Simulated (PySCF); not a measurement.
Consider C₄H₄F₂.

```yaml
atoms:
  - { symbol: C, position_ang: [2.2955, -0.2710, 0.0899] }
  - { symbol: C, position_ang: [1.1759, 0.1173, -0.0736] }
  - { symbol: C, position_ang: [-0.1786, 0.5776, -0.3290] }
  - { symbol: F, position_ang: [-0.3877, 0.6729, -1.6926] }
  - { symbol: C, position_ang: [-1.2052, -0.3807, 0.2827] }
  - { symbol: F, position_ang: [-2.3769, 0.2739, 0.5510] }
  - { symbol: H, position_ang: [3.2769, -0.6022, 0.2580] }
  - { symbol: H, position_ang: [-0.3241, 1.5896, 0.0757] }
  - { symbol: H, position_ang: [-0.8338, -0.7810, 1.2312] }
  - { symbol: H, position_ang: [-1.4332, -1.1916, -0.4158] }
```

Geometry: GFN2-xTB.

The calculation used PySCF, PBE0/pcSseg-1, SCF density, gas phase, non-relativistic.

### Predict the electron density and electron localisation function between the atoms.

C–C (1.20 Å): ρ is about 2.8 e/Å³ halfway; the ELF peaks at about 0.85 between the atoms (a short, multiple covalent bond).
C–F (1.38 Å): the density is about 2.1 e/Å³ at the midpoint, with its minimum of 1.7 e/Å³ about 0.5 Å from C; the ELF peaks at about 0.85 between the atoms; a shared but strongly polarised pair.
C–H (1.05 Å): the density is about 2.1 e/Å³ at the midpoint; the ELF climbs to about 1 towards the hydrogen, as it does in any bond to H: a covalent bond by its length.

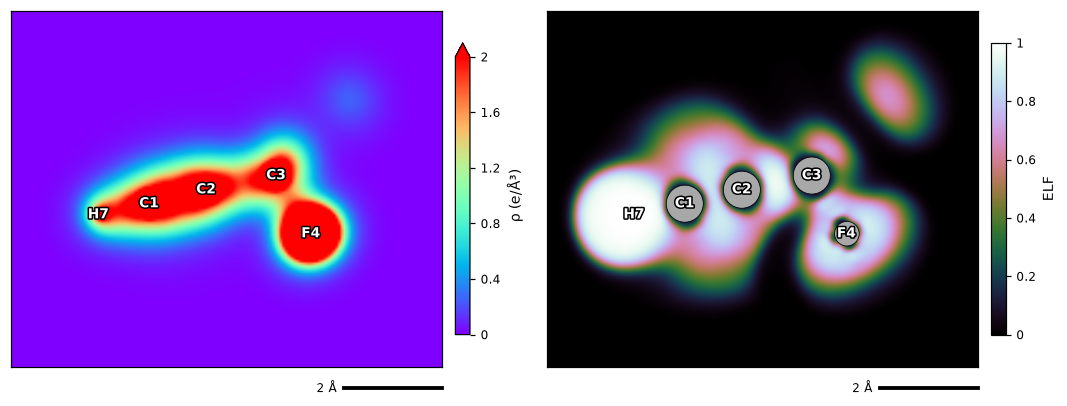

Computed electron density and electron localisation function on the plane of atoms C2, C3 and F4, in this order. Grey discs cover the atomic cores in the ELF map. 
